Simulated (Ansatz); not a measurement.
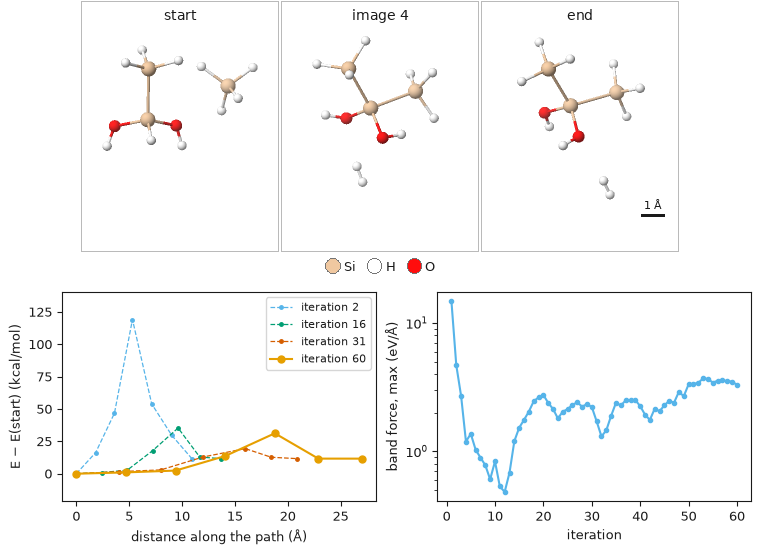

A search for the minimum-energy path of Si3H10O2, made up of Si2H6O2 and SiH₄ by the nudged elastic band. Images are numbered from 0 (start) to 6 (end). The plot follows the band through its iterations. The picture is a ball-and-stick view, seen at a tilt.

The calculation used RKS BHLYP/def2-SVP in Ansatz. Settings: 5 movable images; climbing image; force threshold 0.05 eV/Å; iteration limit 60; starting path through a guess of the saddle point.

How did the profile develop, and is the result final?

The result isn't final. The band hadn't converged when the run stopped after 60 iterations. The largest component of the band force went from 15 to 3.3 eV/Å. The barrier read from it is provisional: over the last two iterations the highest image moved from 34.2 kcal/mol to 31.2 kcal/mol. The first iteration put the highest image at 180.0 kcal/mol. Forward barrier 31.2 kcal/mol, backward barrier 19.6 kcal/mol, with image 4 at the top; the reaction energy is +11.6 kcal/mol.

Limits of the set-up: the start holds two separate molecules, 3.0 Å apart at their closest, whose relative position is a soft coordinate and is computed without a dispersion correction.
